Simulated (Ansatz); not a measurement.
# CHClNSi (SMILES N#C[SiH]Cl) at UCCSD(T)/def2-SVPD

What is the vertical doublet–quartet gap of CHClNSi at UCCSD(T)/def2-SVPD? 

Program for the calculation: Ansatz 0.2.0.

68 further runs of the same task are left out: 68 set aside as unsound or not needed. Runs told in other sessions of the task aren't counted.

**1. The molecule**

CHClNSi has 5 atoms, charge 0, and is taken as a doublet. SMILES: `N#C[SiH]Cl`. The shape is that of a PBE0-D4/def2-TZVP optimisation.

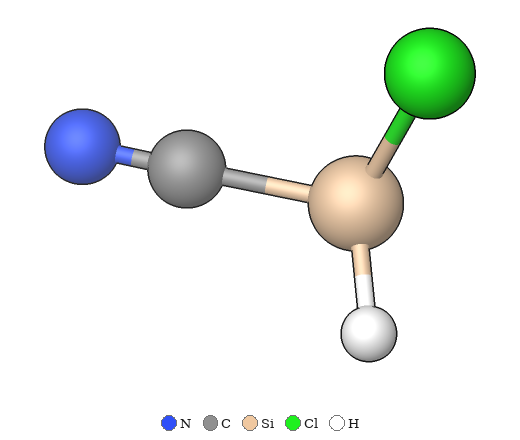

The structure, seen from a chosen angle (nitrogen blue, carbon grey, silicon light orange, chlorine green, hydrogen white).

**2. The energy at UCCSD(T)/def2-SVPD**

input.yaml

```yaml
basis:
  gaussian:
    orbitals: def2-SVPD
crystal:
  periodic: [false, false, false]
  atoms:
    - {symbol: "N", position_ang: [-1.370200, 0.130500, -1.827500]}
    - {symbol: C, position_ang: [-0.756100, 0.007500, -0.858000]}
    - {symbol: Si, position_ang: [0.105400, -0.310100, 0.730000]}
    - {symbol: Cl, position_ang: [2.040100, -0.810700, 0.347000]}
    - {symbol: H, position_ang: [0.030700, 0.909000, 1.567100]}
magnetization:
  spin_polarized: true
  initial_magnetization: 1
correlation:
  method: ccsd_t
  frozen_orbitals: {C: 1, Cl: 5, H: 0, "N": 1, Si: 5}
accuracy: high
scf:
  omitted_lower_state_checks: [cluster_reference, increment]
```

Command:

```bash
$ ansatz run input.yaml --threads 1 --pin off --max-ram 2610MiB --events-out events.jsonl --progress --plain --runs-dir runs
```

Standard output, cut to the lines that bear on the results:

```text
Warning: RAYON_NUM_THREADS=1 ignored (pool sized by the plan → 1); use --threads N
Functional definition: HF
  name "HF"
[...]
1886 factors; integrals over basis functions are off by at most 3.8e-9 eV
[...]
mean field -22885.90730062 eV, -841.0415806727 hartree, gradient 2.1e-8 eV, S^2 0.803767; 4 other end points of the search recorded, 0 dependent functions left out
12 core orbitals not correlated: weight in the atoms' cores, before any rotation towards them, 1.000 or more for the frozen orbitals, at most 0.000 for the correlated occupied ones
reference -22885.90730062 eV, -841.0415806727 hartree; 11, 10 occupied and 76, 77 virtual orbitals, 1886 factors
second order -13.71943361 eV of doubles, -0.00000000 eV of singles
cycle   1  -13.94818431 eV  change   -2.3e-1 eV  update   1.1e-1
[...]
cycle  26  -14.56534833 eV  change  -7.2e-10 eV  update  7.1e-10
perturbative correction -0.59303592 eV, -0.0217936682 hartree
Total energy: -22901.06568487 eV, -841.5986410193 hartree
Checks for a lower state left out: cluster_reference, increment
```

Run time: 69 s. Hardware: 1 thread of Arm Neoverse V2, shared host; peak memory 1.2 GiB.

**3. The quartet**

run.yaml

```yaml
crystal:
  periodic: [false, false, false]
  atoms:
    - {symbol: "N", position_ang: [-1.370200, 0.130500, -1.827500]}
    - {symbol: C, position_ang: [-0.756100, 0.007500, -0.858000]}
    - {symbol: Si, position_ang: [0.105400, -0.310100, 0.730000]}
    - {symbol: Cl, position_ang: [2.040100, -0.810700, 0.347000]}
    - {symbol: H, position_ang: [0.030700, 0.909000, 1.567100]}
basis:
  gaussian: {orbitals: def2-SVPD}
total_charge: 0
magnetization: {spin_polarized: true, initial_magnetization: 3}
correlation: {method: ccsd_t, frozen_orbitals: {C: 1, Cl: 5, H: 0, "N": 1, Si: 5}}
accuracy: high
scf: {omitted_lower_state_checks: [cluster_reference, increment]}
```

Command:

```bash
$ ansatz run run.yaml --threads 1 --pin off --max-ram 2610MiB --events-out events.jsonl --progress --plain --runs-dir runs
```

Standard output, cut to the lines that bear on the results:

```text
Warning: RAYON_NUM_THREADS=1 ignored (pool sized by the plan → 1); use --threads N
[... 2 set-up lines as earlier in the session ...]
[...]
1886 factors; integrals over basis functions are off by at most 3.8e-9 eV
[...]
mean field -22881.02233349 eV, -840.8620614418 hartree, gradient 3.5e-8 eV, S^2 3.782252; 7 other end points of the search recorded, 0 dependent functions left out
12 core orbitals not correlated: weight in the atoms' cores, before any rotation towards them, 1.000 or more for the frozen orbitals, at most 0.000 for the correlated occupied ones
reference -22881.02233349 eV, -840.8620614418 hartree; 12, 9 occupied and 75, 78 virtual orbitals, 1886 factors
second order -11.94141088 eV of doubles, -0.00000000 eV of singles
cycle   1  -12.78991015 eV  change   -8.5e-1 eV  update   9.2e-2
[...]
cycle  49  -13.32549433 eV  change  -9.8e-11 eV  update   2.1e-9
perturbative correction -0.49816381 eV, -0.0183071825 hartree
Total energy: -22894.84599164 eV, -841.3700715086 hartree
Checks for a lower state left out: cluster_reference, increment
```

Wall time 2 min (1 thread of Arm Neoverse V2, shared host); peak memory 1.2 GiB.

**4. What came out**

Level: UCCSD(T)/def2-SVPD, 12 core orbitals frozen.

| quantity | value |
| --- | --- |
| doublet: total energy | -841.59864 Eh |
| doublet: correlation energy (12 core orbitals frozen) | -557.1 mEh |
| doublet: (T) correction | -21.79 mEh |
| doublet: ⟨S²⟩ of the reference determinant | 0.804 |
| doublet: T1 diagnostic | 0.022 |
| quartet: total energy | -841.37007 Eh |
| quartet: correlation energy (12 core orbitals frozen) | -508.0 mEh |
| quartet: (T) correction | -18.31 mEh |
| quartet: ⟨S²⟩ of the reference determinant | 3.782 |
| quartet: T1 diagnostic | 0.021 |
| vertical energy of the quartet above the doublet | 6.220 eV |

**Reading.** At this shape the quartet lies 6.22 eV (600 kJ/mol) above the doublet. The triples (doublet) make up 3.9 % of the correlation energy. The triples (quartet) make up 3.6 % of the correlation energy.
